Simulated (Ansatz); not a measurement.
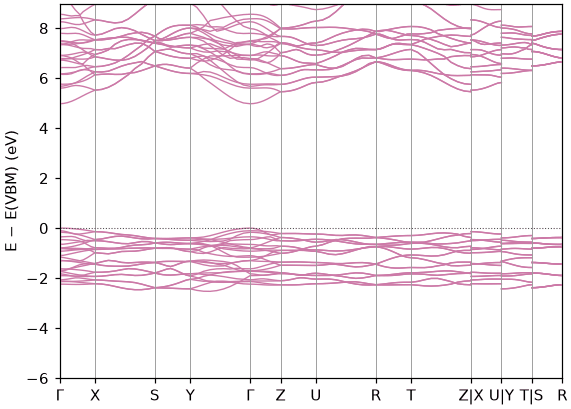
Figure: Band structure from DFT-r²SCAN in the program Ansatz with PAW potentials

**Question.** Read off the gap and where the band edges lie.

**Answer.** About 5.0 eV (4.97 eV by a search for the band edges); maximum at Γ, minimum at Γ.

The material is BaBrCl in space group Pnma (No. 62; Ba on 4c, Br on 4c, Cl on 4c).

The workflow started from a Materials Project entry (that database holds measured and hypothetical structures alike); the Crystallography Open Database copy checked does not list it. Whether it is the stable phase at ambient conditions was not checked. The r²SCAN relaxation kept the symmetry of its start; whether a distortion lowers the energy is not shown. Spin–orbit coupling is left out wherever it is not named.

Potentials: the later of the program's two PAW sets.
